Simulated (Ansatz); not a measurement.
Consider CH₃ClGe (SMILES [CH3][Ge][Cl]).

The calculation's input:

```
basis:
  gaussian:
    orbitals: def2-TZVPD
crystal:
  periodic: [false, false, false]
  atoms:
    - {symbol: C, position_ang: [-0.068666, -0.660677, -0.153729]}
    - {symbol: Cl, position_ang: [1.346146, 2.076524, 0.328136]}
    - {symbol: Ge, position_ang: [-0.258010, 0.812213, 1.165320]}
    - {symbol: H, position_ang: [0.958178, -1.062083, -0.115775]}
    - {symbol: H, position_ang: [-0.221586, -0.266919, -1.172825]}
    - {symbol: H, position_ang: [-0.786253, -1.473568, 0.035643]}
hamiltonian:
  xc: pbe0
output: {forces: true, orbitals: {seedname: orbitals}}
```

Launched as:

```sh
ansatz run input.yaml --threads 2 --pin off --max-ram 4350MiB --events-out events.jsonl --progress --plain --runs-dir runs
```

Geometry: PBE0-D3(BJ)/def2-SVP.

These are results of isolated molecule in a Gaussian basis; Kohn-Sham density functional theory, functional PBE0 in Ansatz 0.2.0, not measurements.

### Predict the electron density and electron localisation function between the atoms.

C–Ge (1.99 Å): the density is about 0.84 e/Å³ at the midpoint; the ELF peaks at about 0.90 in the valence shell of C, 0.7 Å from its nucleus, and is about 0.70 at the midpoint.
Ge–Cl (2.21 Å): ρ at the midpoint is about 0.7 e/Å³, with its minimum of 0.63 e/Å³ about 1.0 Å from Ge; the ELF peaks at about 0.85 in the valence shell of Cl, 0.8 Å from its nucleus, and is about 0.65 at the midpoint.
C–H (1.10 Å): ρ at the midpoint is about 1.9 e/Å³; the ELF climbs to about 1 towards the hydrogen, as it does in any bond to H: a covalent bond by its length.

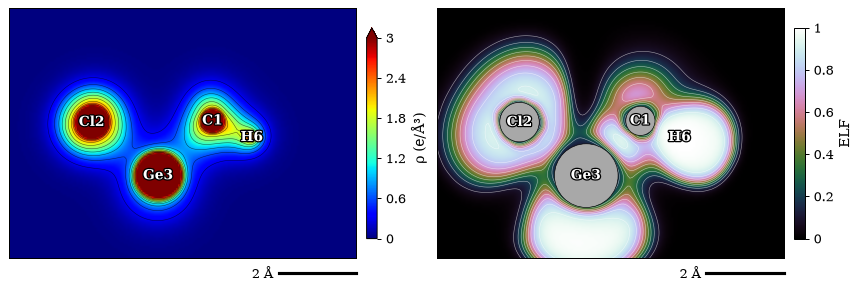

Computed electron density and electron localisation function on the plane of atoms Ge3, C1 and H6, in this order. Grey discs cover the atomic cores in the ELF map. 
